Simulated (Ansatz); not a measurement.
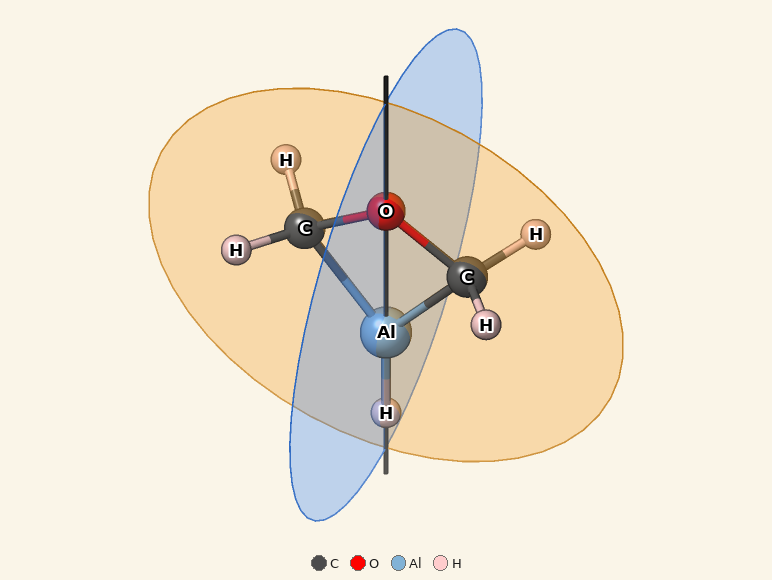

All proper rotation axes (lines) and mirror planes (discs) of the structure are drawn in. Depth is shown by fading: the farther an atom, the more it takes the colour of the background. The computed structure is the end point of a PBE-D4/def2-SVP optimisation. No frequency run is at hand to confirm it as a minimum.

### What is the order of each axis, and which point group results?

It has 1 C2 axis and 2 mirror planes. Point group C2v. The group has 4 operations. The geometry is achiral, and symmetry allows a dipole moment.
